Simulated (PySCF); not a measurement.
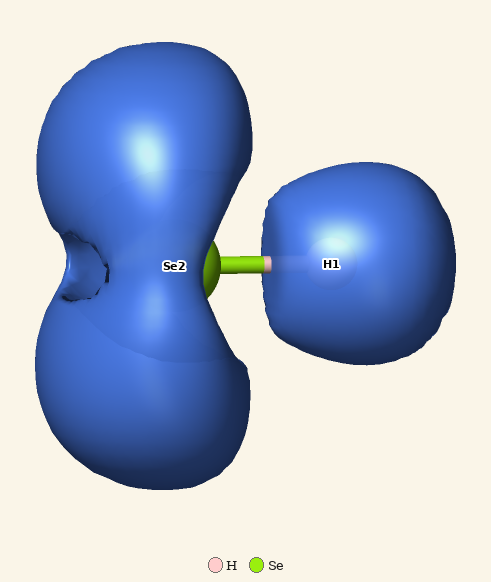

Figure. SeH (doublet). Isosurface of the ELF at 0.75 (blue), seen from one side. Only the valence region is drawn (cores and ρ < 0.01 e/Å³ removed).

These are results of PySCF 2.14.0, PBE0/x2c-TZVPPall, spin-free X2C-1e, Gaussian nucleus, at a bond length of 1.469 Å, not measurements.

**What do the ELF domains correspond to?**

At this value the surface marks out one region around a hydrogen nucleus and one ring or bowl of non-bonding electrons around Se. Along the contacts the grid gives the following. Se–H (1.47 Å): the ELF climbs to about 1 towards the hydrogen, as it does in any bond to H.
